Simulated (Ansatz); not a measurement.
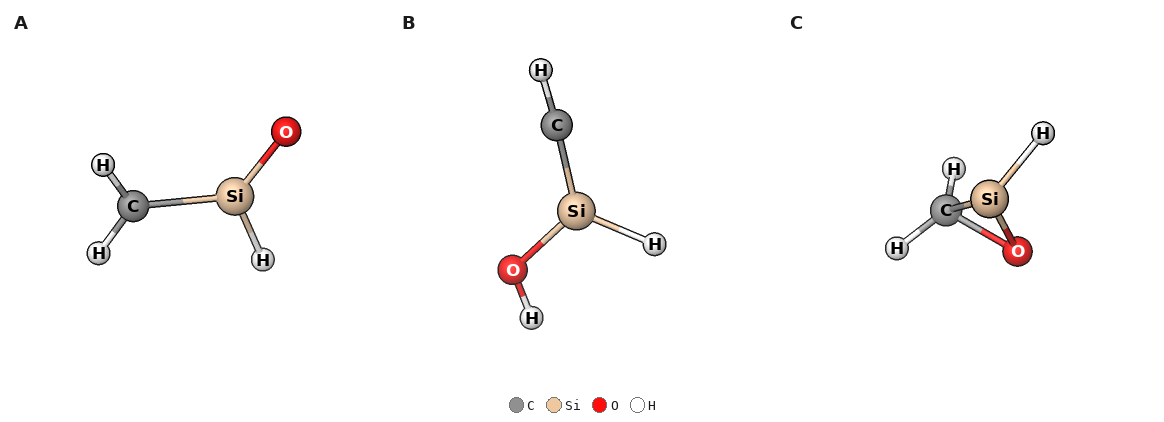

3 stationary structures of one formula. Charge 0, doublet. Geometries: PBE0-D4/def2-TZVP. Electronic energies: PBE0-D4/def2-TZVP (Ansatz 0.2.0), without zero-point energy. No frequency run is at hand to confirm each as a minimum.

Rank them by energy, lowest first.

A is lowest (Cs); C lies 52.0 kJ/mol above it (C1), B lies 101.4 kJ/mol above it (Cs).
